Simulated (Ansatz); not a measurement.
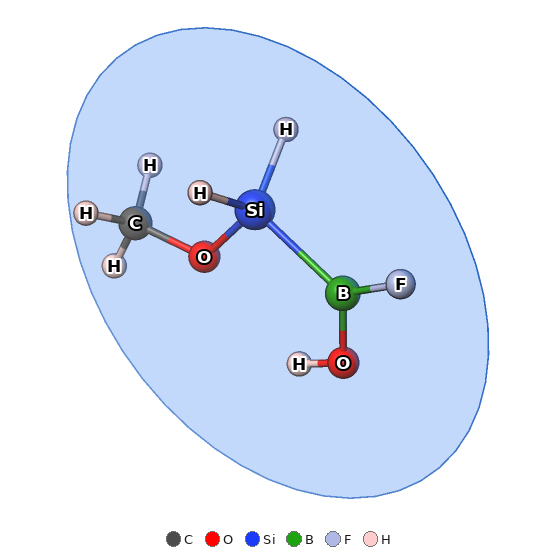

All proper rotation axes (lines) and mirror planes (discs) of the structure are drawn in. Depth is shown by fading: the farther an atom, the more it takes the colour of the background. The geometry was computed by an optimisation with PBE0-D4/def2-TZVP. No frequency run is at hand to confirm it as a minimum.

### Name the symmetry elements and the point group.

It has 1 mirror plane. Point group Cs. The group has 2 operations. The geometry is achiral, and symmetry allows a dipole moment.
